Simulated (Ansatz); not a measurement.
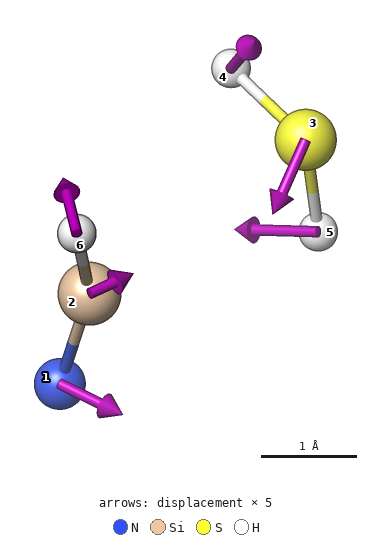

This is a relaxation of SiNH$_{3}$S. The starting structure is drawn; purple arrows show the displacements, magnified 5 times. The two geometries are superimposed by the best rigid fit.

A ball-and-stick model, seen from a free direction.

It is one of the separated reactants of a reaction.

Method: RKS PBE0-D4/def2-TZVP in Ansatz. Settings: force threshold 0.005 eV/Å; at most 200 steps.

Describe the change and its energy.

Over 17 accepted moves (18 points after the start) the energy falls by 0.071 eV. The largest force component goes from 1.4 to 0.004 eV/Å. The line search rejected the trial step at point 2 of the run. The atom that moves furthest after the best rigid fit is H5 (0.21 Å). Largest moves by element: H 0.21 Å, S 0.17 Å, N 0.17 Å, Si 0.11 Å. Some distances before and after: Si2–S3 2.870 → 2.612 Å, N1–Si2 1.592 → 1.565 Å, Si2–H6 1.509 → 1.487 Å, S3–H4 1.364 → 1.344 Å. Bond angles that change, for instance: N1–Si2–H6 159.4° → 155.4°.

Limits of the set-up: the start holds two separate molecules, 2.9 Å apart at their closest, whose relative position is a soft coordinate.
